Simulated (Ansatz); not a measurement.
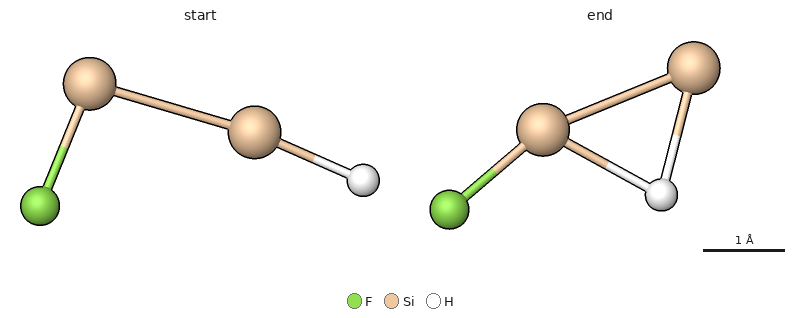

The structure of Si$_{2}$HF before (left) and after (right) a relaxation, at one scale.

Style: ball-and-stick. Shown at a tilt.

Theory: RKS PBE0-D4/def2-TZVP in Ansatz 0.2.0. Settings: force threshold 0.005 eV/Å; at most 200 steps.

Q: Describe what moved and what it gained.

A: The energy falls by 29.9 kcal/mol in 19 geometry steps. The largest force component goes from 1.9 to 0.0034 eV/Å. The atom that moves furthest after the best rigid fit is the H atom (1.32 Å). Largest moves by element: H 1.32 Å, Si 0.97 Å, F 0.13 Å. Among the contacts that change: H–Si 3.662 → 1.699 Å, H–Si 1.497 → 1.674 Å, F–Si 1.696 → 1.593 Å, Si–Si 2.173 → 2.103 Å. Bond angles that change, for instance: Si–Si–H 172.5° → 51.9°, F–Si–Si 97.5° → 162.3°.
